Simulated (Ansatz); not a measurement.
The reference is SiO₂ in the rutile structure (space group P4_2/mnm, No. 136; a = 4.2362 Å, c = 2.6904 Å).

Perturbation: 0.241 holes added to each cell, a density of 5.0×10^21 cm⁻³, with a uniform compensating background at fixed cell and a 300 K Fermi–Dirac width.

All numbers come from Ansatz (a program for electronic structure), PBE, PAW, cutoff 420 eV, scalar-relativistic without spin-orbit coupling.

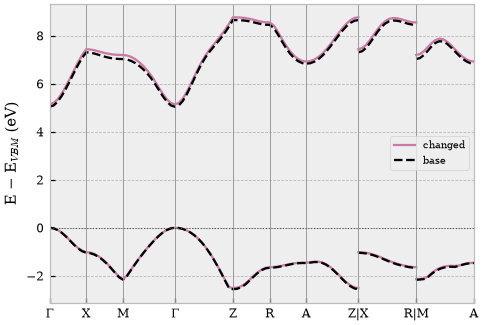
Fig. 1. Highest valence and lowest conduction band along the path, each from its own valence-band maximum

Task: From the figure, how large is the changed gap, and is it direct?

Result: About 5.1 eV, direct at Γ.

Charged cell with a jellium background: band edges are those of the host's band count, energies are not comparable with the neutral cell, and many-body gap narrowing is missing. Whether these cells are dynamically stable was not tested.
